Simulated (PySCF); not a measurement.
System: CH₁₁ClSi₄.

Input

```
{"job": {"kind": "uv", "xc": "B3LYP", "basis": "def2-SVPD", "ip": true}, "charge": 0, "multiplicity": 1}
Si     2.250769     1.165309    -0.333060
Si     1.673614    -0.944115     0.531842
Si    -0.242522    -1.716305    -0.582901
Si    -2.168242    -0.560646     0.094177
C     -1.808789     1.302735     0.230466
Cl    -0.613380     1.585734     1.538328
H      3.410489     0.999613    -1.265836
H      2.640260     2.127123     0.740672
H      1.119980     1.740657    -1.126554
H      1.444815    -0.906635     2.007570
H      2.794636    -1.902020     0.260100
H     -0.051684    -1.498814    -2.054080
H     -0.461083    -3.180399    -0.354609
H     -3.282235    -0.747484    -0.890496
H     -2.622174    -1.037871     1.435029
H     -2.711828     1.877645     0.481005
H     -1.386184     1.712823    -0.698470
```

Launched as:

```sh
OMP_NUM_THREADS=1 python probes_run.py task.json out
```

Geometry: PBE0-D3(BJ)/def2-SVP.

Method: PySCF 2.14.0, B3LYP/def2-SVPD, SCF density, gas phase.

**What will maps of the electron density and electron localisation function show?**

C–Si (1.90 Å): the density is about 0.93 e/Å³ at the midpoint; the ELF peaks at about 1 between the atoms; a shared electron pair.
Si–Si (2.35 Å): the density is about 0.64 e/Å³ at the midpoint; the ELF peaks at about 1 between the atoms; a covalent bond.
C–H (1.10 Å): ρ at the midpoint is about 1.9 e/Å³; the ELF climbs to about 1 towards the hydrogen, as it does in any bond to H (a covalent bond by its length).

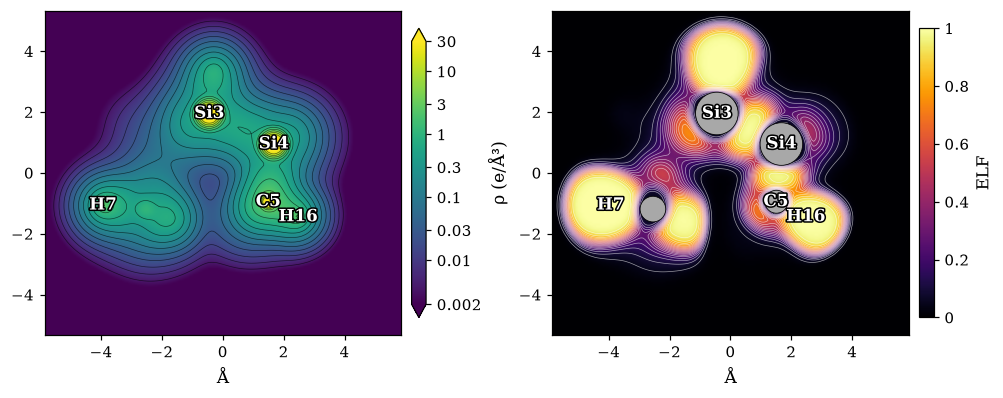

Computed electron density and electron localisation function on the plane of atoms Si3, Si4 and C5, in this order. Grey discs cover the atomic cores in the ELF map. 
